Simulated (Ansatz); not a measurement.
Run report: SiN3H7, geometry relaxation

SiN3H7, computed with RKS PBE0/def2-SVP (Ansatz 0.2.0).

It belongs to a series of runs on one base structure; here: end point A relaxed. Figures and captions count atoms from 1; the log counts them from 0 in places.

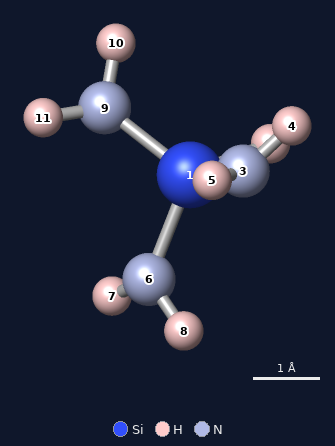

*The starting structure (ball-and-stick view, seen at a tilt; atoms are numbered from 1 in the order of the input).*

Bond lengths as drawn: H–N 1.01 to 1.02 Å, H–Si 1.46 Å and N–Si 1.72 to 1.77 Å.

The input:
```yaml
crystal:
  periodic: [false, false, false]
  atoms:
    - { symbol: Si, position_ang: [0.02252, -0.020659, 0.184624] }
    - { symbol: H, position_ang: [0.036877, -0.23238, 1.631891] }
    - { symbol: "N", position_ang: [1.780109, 0.186108, 0.196453] }
    - { symbol: H, position_ang: [2.272986, -0.307219, 0.931697] }
    - { symbol: H, position_ang: [2.3508, 0.258644, -0.640016] }
    - { symbol: "N", position_ang: [-0.620378, 1.373359, -0.584292] }
    - { symbol: H, position_ang: [-1.613953, 1.450375, -0.763743] }
    - { symbol: H, position_ang: [-0.186886, 2.274848, -0.426899] }
    - { symbol: "N", position_ang: [-0.820715, -1.336305, -0.545053] }
    - { symbol: H, position_ang: [-0.769095, -2.259657, -0.131487] }
    - { symbol: H, position_ang: [-0.917566, -1.387115, -1.552874] }
basis:
  gaussian: { orbitals: def2-SVP }
hamiltonian:
  xc: pbe0
relax:
  f_tol: 0.03
  max_steps: 50
output:
  orbitals: {}
```

Hardware: 2 threads of Arm Neoverse V2, 24 GiB of memory available, shared host.

Run as:
```bash
ansatz run input.yaml --threads 2 --pin off --max-ram 3072MiB --backend cpu --events-out ev --progress --plain --runs-dir out
```

The program's output:
```
The last accepted step is kept in [file] (removed where the run ends without a failure and the disk answers)
Engine: ansatz 0.2.0, aarch64-unknown-linux-gnu
Functional definition: PBE0
  parameter a = 0.25
  parameter kappa = 0.804
  parameter beta = 0.06672455060314922
  exchange = (1 - a)*pbe_x(kappa = kappa, mu = beta*pi^2/3) + a*exact_x
  correlation = pbe_c(beta = beta)
1034 factors; integrals over basis functions are off by at most 6.1e-4 eV
mean field evaluation 1: about -12437.0578 eV, gradient 7.9e1 eV
mean field evaluation 2: about -12428.3674 eV, gradient 9.9e1 eV
mean field evaluation 4: about -12449.4039 eV, gradient 2.4e0 eV
mean field evaluation 8: about -12449.4281 eV, gradient 8.6e-2 eV
mean field evaluation 16: about -12449.4281 eV, gradient 6.3e-6 eV
mean field -12449.42810212 eV, -457.5080442276 hartree, gradient 6.3e-6 eV, S^2 0.000000; 0 other end points of the search recorded, 0 dependent functions left out
the calculation of the forces begins
reference -12449.42813028 eV, -457.5080452625 hartree; 21, 21 occupied and 74, 74 virtual orbitals, 1034 factors
relax step   1: F+E_penalty+E_count = -12449.42810212 eV  Δ(F+E_penalty+E_count) = +0.000e0 eV  max|allowed force component| = 1.519e0 eV/Å  Δτ_max = 0.0000 Å  (26 SCF iters, accepted)
these checks for a lower state are left out or cut short: starts, cluster_reference, orbital_swaps, neighbouring_geometries, increment
1034 factors; integrals over basis functions are off by at most 6.3e-4 eV
mean field -12449.56473381 eV, -457.5130653494 hartree, gradient 7.3e-5 eV, S^2 0.000000; 0 other end points of the search recorded, 0 dependent functions left out
the calculation of the forces begins
reference -12449.56476209 eV, -457.5130663886 hartree; 21, 21 occupied and 74, 74 virtual orbitals, 1034 factors
relax step   2: F+E_penalty+E_count = -12449.56473381 eV  Δ(F+E_penalty+E_count) = -1.366e-1 eV  max|allowed force component| = 7.148e-1 eV/Å  Δτ_max = 0.1940 Å  (25 SCF iters, accepted)
these checks for a lower state are left out or cut short: starts, cluster_reference, orbital_swaps, neighbouring_geometries, increment
1034 factors; integrals over basis functions are off by at most 6.1e-4 eV
mean field -12449.57997643 eV, -457.5136255053 hartree, gradient 6.0e-5 eV, S^2 0.000000; 0 other end points of the search recorded, 0 dependent functions left out
the calculation of the forces begins
reference -12449.58000469 eV, -457.5136265438 hartree; 21, 21 occupied and 74, 74 virtual orbitals, 1034 factors
relax step   3: F+E_penalty+E_count = -12449.57997643 eV  Δ(F+E_penalty+E_count) = -1.524e-2 eV  max|allowed force component| = 1.917e-1 eV/Å  Δτ_max = 0.0395 Å  (25 SCF iters, accepted)
these checks for a lower state are left out or cut short: starts, cluster_reference, orbital_swaps, neighbouring_geometries, increment
1034 factors; integrals over basis functions are off by at most 5.9e-4 eV
mean field -12449.58867572 eV, -457.5139451984 hartree, gradient 7.5e-5 eV, S^2 0.000000; 0 other end points of the search recorded, 0 dependent functions left out
the calculation of the forces begins
reference -12449.58870399 eV, -457.5139462375 hartree; 21, 21 occupied and 74, 74 virtual orbitals, 1034 factors
relax step   4: F+E_penalty+E_count = -12449.58867572 eV  Δ(F+E_penalty+E_count) = -8.699e-3 eV  max|allowed force component| = 1.434e-1 eV/Å  Δτ_max = 0.0746 Å  (24 SCF iters, accepted)
these checks for a lower state are left out or cut short: starts, cluster_reference, orbital_swaps, neighbouring_geometries, increment
1034 factors; integrals over basis functions are off by at most 6.0e-4 eV
mean field evaluation 32: about -12449.5700 eV, gradient 1.5e0 eV
mean field -12449.58981954 eV, -457.5139872331 hartree, gradient 5.9e-5 eV, S^2 0.000000; 0 other end points of the search recorded, 0 dependent functions left out
the calculation of the forces begins
reference -12449.58984783 eV, -457.5139882726 hartree; 21, 21 occupied and 74, 74 virtual orbitals, 1034 factors
relax step   5: F+E_penalty+E_count = -12449.58981954 eV  Δ(F+E_penalty+E_count) = -1.144e-3 eV  max|allowed force component| = 8.664e-2 eV/Å  Δτ_max = 0.0289 Å  (24 SCF iters, accepted)
these checks for a lower state are left out or cut short: starts, cluster_reference, orbital_swaps, neighbouring_geometries, increment
1034 factors; integrals over basis functions are off by at most 6.0e-4 eV
mean field -12449.59005673 eV, -457.5139959495 hartree, gradient 2.0e-5 eV, S^2 0.000000; 0 other end points of the search recorded, 0 dependent functions left out
the calculation of the forces begins
reference -12449.59008502 eV, -457.5139969891 hartree; 21, 21 occupied and 74, 74 virtual orbitals, 1034 factors
relax step   6: F+E_penalty+E_count = -12449.59005673 eV  Δ(F+E_penalty+E_count) = -2.372e-4 eV  max|allowed force component| = 6.619e-3 eV/Å  Δτ_max = 0.0138 Å  (22 SCF iters, accepted)
```

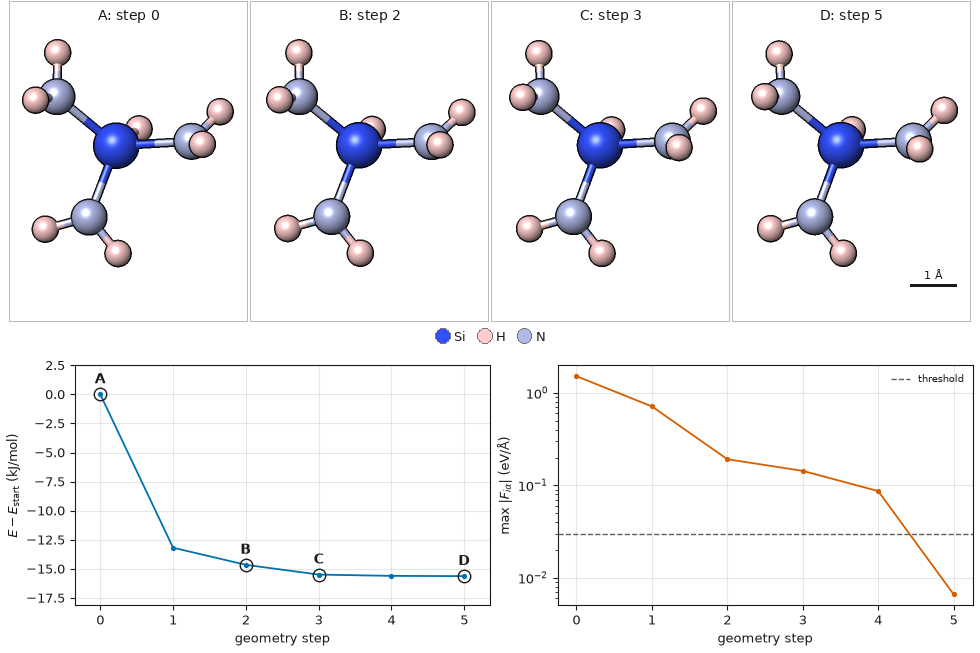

*Frames of the relaxation (ball-and-stick view, seen at a tilt) above the curves, on which the letters mark them (the first geometry is step 0 here and step 1 in the log).*

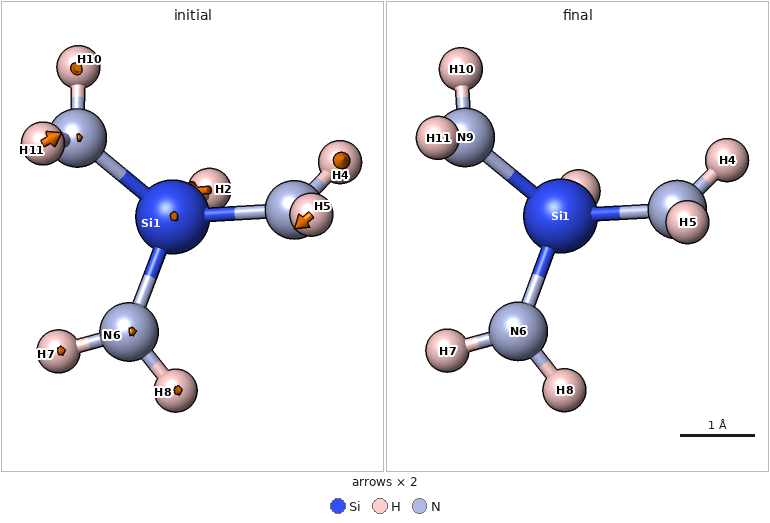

*Before (left) and after (right) the relaxation, at one scale (ball-and-stick view, seen at a tilt). The orange arrows give the displacements, magnified 2 times.*

The atom that moves furthest after the best rigid fit is H2 (0.26 Å). By element the largest moves are H 0.26 Å, N 0.06 Å, Si 0.05 Å. Among the contacts that change: Si1–N3 1.770 → 1.731 Å, Si1–H2 1.463 → 1.499 Å, Si1–N6 1.717 → 1.724 Å, Si1–N9 1.725 → 1.731 Å. Among the angles that change: H2–Si1–N3 90.0° → 103.4°, H2–Si1–N9 108.2° → 103.4°, Si1–N3–H4 115.5° → 119.8°. The energy falls by 15.6 kJ/mol in 5 geometry steps. The largest force component goes from 1.5 to 0.0066 eV/Å. (Atoms are counted from 1 in the order of the input.)

```
1034 factors; integrals over basis functions are off by at most 6.0e-4 eV
mean field -12449.59005673 eV, -457.5139959495 hartree, gradient 2.0e-5 eV, S^2 0.000000; 1 other end points of the search recorded, 0 dependent functions left out
the calculation of the forces begins
reference -12449.59008502 eV, -457.5139969891 hartree; 21, 21 occupied and 74, 74 virtual orbitals, 1034 factors
Total energy: -12449.59008502 eV, -457.5139969891 hartree
Atom 0 at     0.046718    -0.022970     0.232041 Å, force    -0.000581     0.002521    -0.002237 eV/Å
Atom 1 at    -0.218362    -0.250378     1.689952 Å, force     0.002793     0.002555    -0.006619 eV/Å
Atom 2 at     1.764770     0.177497     0.163319 Å, force    -0.003024    -0.000423     0.004936 eV/Å
Atom 3 at     2.357158    -0.332997     0.807453 Å, force     0.001898    -0.000199    -0.002726 eV/Å
Atom 4 at     2.233837     0.334111    -0.721938 Å, force    -0.000892    -0.000799     0.000437 eV/Å
Atom 5 at    -0.565821     1.375809    -0.568836 Å, force    -0.003558    -0.003293     0.005213 eV/Å
Atom 6 at    -1.557723     1.448725    -0.760834 Å, force     0.003005    -0.000665    -0.003585 eV/Å
Atom 7 at    -0.149430     2.280555    -0.384715 Å, force     0.000833     0.001325     0.002114 eV/Å
Atom 8 at    -0.780172    -1.335482    -0.535890 Å, force    -0.000837     0.000566     0.003578 eV/Å
Atom 9 at    -0.833400    -2.236505    -0.075720 Å, force    -0.000341    -0.000619    -0.001372 eV/Å
Atom 10 at    -0.762875    -1.438366    -1.544531 Å, force     0.000705    -0.000967     0.000261 eV/Å
Dipole moment:     0.121207    -0.112880    -0.191637 e Å
```

Trajectory as extended XYZ (Å, eV, eV/Å), 6 frames, from step=1 to step=6:
```
11
Properties=species:S:1:pos:R:3:forces:R:3 step=1 energy=-12449.42810
Si    0.0225   -0.0207    0.1846    1.5186   0.1435  -0.0559
H     0.0369   -0.2324    1.6319   -0.8283  -0.2034   0.7446
N     1.7801    0.1861    0.1965   -0.6682   0.0495  -0.6721
H     2.2730   -0.3072    0.9317    0.0098  -0.0009  -0.0055
H     2.3508    0.2586   -0.6400    0.0067  -0.0078  -0.0007
N    -0.6204    1.3734   -0.5843   -0.0198   0.0264  -0.0081
H    -1.6140    1.4504   -0.7637    0.0026   0.0039   0.0009
H    -0.1869    2.2748   -0.4269   -0.0003  -0.0039   0.0002
N    -0.8207   -1.3363   -0.5451   -0.0097  -0.0001   0.0004
H    -0.7691   -2.2597   -0.1315   -0.0089  -0.0028   0.0010
H    -0.9176   -1.3871   -1.5529   -0.0025  -0.0046  -0.0049
11
Properties=species:S:1:pos:R:3:forces:R:3 step=2 energy=-12449.56473
Si    0.0451   -0.0235    0.2267    0.7148   0.1343  -0.0567
H    -0.1439   -0.2495    1.7002   -0.0692   0.0047  -0.0864
N     1.7881    0.1908    0.1540   -0.5677  -0.1532   0.1439
H     2.3112   -0.2867    0.8805    0.0957   0.0348  -0.0557
H     2.3280    0.2550   -0.7034   -0.1464  -0.0123   0.0158
N    -0.5941    1.3600   -0.5680   -0.0374   0.1203  -0.0110
H    -1.5838    1.4281   -0.7735    0.0241   0.0040   0.0367
H    -0.1704    2.2664   -0.4125   -0.0119   0.0074  -0.0141
N    -0.7982   -1.3244   -0.5325   -0.0064  -0.1306   0.0222
H    -0.7650   -2.2530   -0.1285   -0.0326  -0.0085  -0.0141
H    -0.8822   -1.3633   -1.5426    0.0371  -0.0009   0.0194
11
Properties=species:S:1:pos:R:3:forces:R:3 step=3 energy=-12449.57998
Si    0.0509   -0.0211    0.2248    0.1917   0.0738  -0.0033
H    -0.1719   -0.2492    1.6940    0.0016   0.0170  -0.0787
N     1.7766    0.1875    0.1510   -0.1744  -0.1205   0.1705
H     2.3128   -0.2902    0.8679    0.0715   0.0421  -0.0640
H     2.3017    0.2543   -0.7139   -0.0893   0.0044  -0.0169
N    -0.5891    1.3687   -0.5643   -0.0113   0.0418  -0.0179
H    -1.5810    1.4420   -0.7558    0.0117  -0.0006   0.0212
H    -0.1612    2.2735   -0.4106   -0.0060   0.0023  -0.0025
N    -0.7867   -1.3299   -0.5327    0.0017  -0.0632  -0.0167
H    -0.7698   -2.2538   -0.1162   -0.0196   0.0131  -0.0086
H    -0.8474   -1.3819   -1.5439    0.0223  -0.0102   0.0169
11
Properties=species:S:1:pos:R:3:forces:R:3 step=4 energy=-12449.58868
Si    0.0471   -0.0200    0.2304    0.0610  -0.0397  -0.0971
H    -0.2077   -0.2450    1.6858   -0.0212  -0.0082   0.0720
N     1.7649    0.1733    0.1591    0.0128   0.0102   0.0484
H     2.3445   -0.3193    0.8283    0.0269   0.0020  -0.0152
H     2.2478    0.3052   -0.7223   -0.0095  -0.0010  -0.0040
N    -0.5692    1.3736   -0.5716   -0.0841   0.1434  -0.0169
H    -1.5642    1.4487   -0.7526    0.0475  -0.0216   0.0005
H    -0.1564    2.2814   -0.3874    0.0007  -0.0567  -0.0067
N    -0.7748   -1.3338   -0.5377   -0.0405  -0.0241   0.0173
H    -0.8093   -2.2390   -0.0842   -0.0112  -0.0098  -0.0118
H    -0.7881   -1.4251   -1.5475    0.0177   0.0055   0.0135
11
Properties=species:S:1:pos:R:3:forces:R:3 step=5 energy=-12449.58982
Si    0.0484   -0.0229    0.2302   -0.0065  -0.0278   0.0866
H    -0.2159   -0.2474    1.6918    0.0091   0.0089  -0.0562
N     1.7668    0.1757    0.1644    0.0005   0.0050  -0.0211
H     2.3607   -0.3298    0.8111   -0.0117  -0.0010  -0.0016
H     2.2370    0.3319   -0.7205   -0.0029  -0.0003   0.0065
N    -0.5646    1.3746   -0.5720    0.0000   0.0084   0.0015
H    -1.5562    1.4441   -0.7667   -0.0018  -0.0021  -0.0013
H    -0.1545    2.2806   -0.3799    0.0041  -0.0018  -0.0050
N    -0.7818   -1.3354   -0.5343    0.0034   0.0051  -0.0181
H    -0.8301   -2.2397   -0.0798    0.0025   0.0098   0.0027
H    -0.7750   -1.4318   -1.5439    0.0034  -0.0044   0.0058
11
Properties=species:S:1:pos:R:3:forces:R:3 step=6 energy=-12449.59006
Si    0.0467   -0.0230    0.2320   -0.0006   0.0025  -0.0022
H    -0.2184   -0.2504    1.6900    0.0028   0.0026  -0.0066
N     1.7648    0.1775    0.1633   -0.0030  -0.0004   0.0049
H     2.3572   -0.3330    0.8075    0.0019  -0.0002  -0.0027
H     2.2338    0.3341   -0.7219   -0.0009  -0.0008   0.0004
N    -0.5658    1.3758   -0.5688   -0.0036  -0.0033   0.0052
H    -1.5577    1.4487   -0.7608    0.0030  -0.0007  -0.0036
H    -0.1494    2.2806   -0.3847    0.0008   0.0013   0.0021
N    -0.7802   -1.3355   -0.5359   -0.0008   0.0006   0.0036
H    -0.8334   -2.2365   -0.0757   -0.0003  -0.0006  -0.0014
H    -0.7629   -1.4384   -1.5445    0.0007  -0.0010   0.0003
```

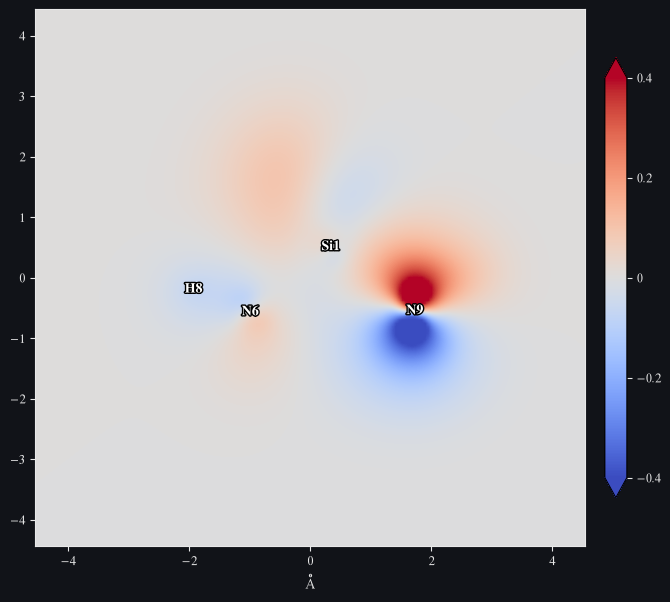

*One frontier orbital on the plane of atoms N6, Si1 and N9 (values in Å⁻³ᐟ²; the overall sign is arbitrary).*

The HOMO, at −6.52 eV.

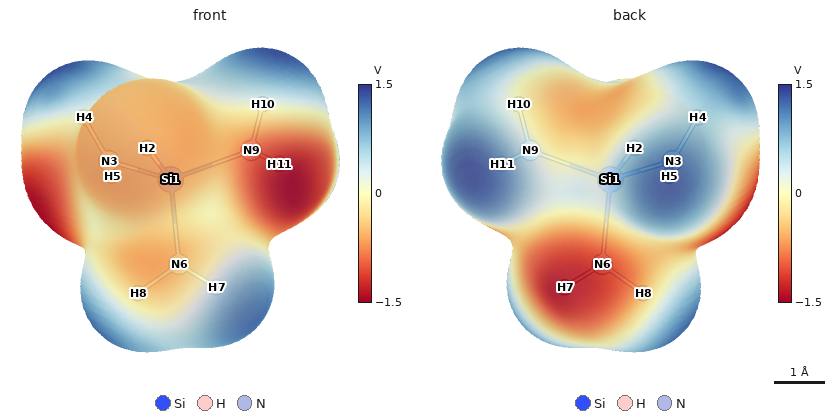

*The electrostatic potential painted on the density surface at 0.002 e/bohr³, seen at a tilt and from behind; red is negative and blue positive.*

Key numbers:

- outcome: converged
- total energy: −12449.5901 eV
- mean-field energy: −12449.5901 eV
- largest force (length of the vector) at the end: 0.008 eV/Å
- wall time: 14 s (CPU time 26 s)
- peak memory: 0.19 GiB
